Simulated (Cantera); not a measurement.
A closed system holds: 1 mol PbO, 6.3 mol C, 12 mol N2, held at 97.0 Pa.

Cantera equilibrium calculation (NASA polynomials, part measured and part estimated; ideal gas, pure solids and liquids). Candidate condensed phases: C, Pb, PbO, PbO2, Pb3O4; 27 gas species. Equilibrium is a limit: real reactors are often held back by kinetics, nucleation or transport.

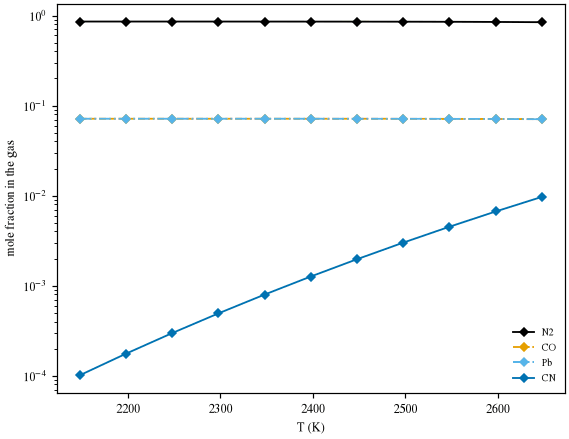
Equilibrium gas composition (values under 1e-9 drawn at 1e-9)

From 2148 K to 2648 K the condensed part is C(graphite). The main Pb-bearing gas is Pb throughout.
